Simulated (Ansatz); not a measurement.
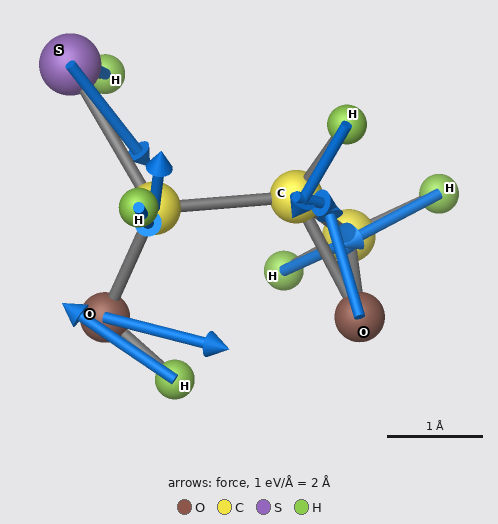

Starting geometry of C₃H₆O₂S with the computed forces as blue arrows. The picture is a ball-and-stick view, seen at a tilt.

The start comes from PBE-D4/def2-SVP.

Theory: RKS PBE0-D4/def2-TZVP (Ansatz 0.2.0). (force threshold 0.005 eV/Å; at most 150 steps)

What follows when this structure is relaxed?

It isn't relaxed: the largest force vector, on the S atom, is 0.79 eV/Å. The final displacements follow the starting forces only in part (cosine between the two patterns 0.41). The largest move after the best rigid fit is that of an H atom, 0.081 Å. By element the largest moves are H 0.081 Å, O 0.048 Å, S 0.035 Å, C 0.028 Å. Among the contacts that change: C–S 1.832 → 1.802 Å, H–S 1.364 → 1.344 Å, C–H 1.120 → 1.100 Å, C–H 1.105 → 1.086 Å. The energy falls by 6.49 kJ/mol in 7 geometry steps. Largest force component: 0.73 eV/Å at the start, 0.0043 eV/Å at the end. Cost: 38 s on 4 threads of Arm Neoverse V1, with other jobs on the host.
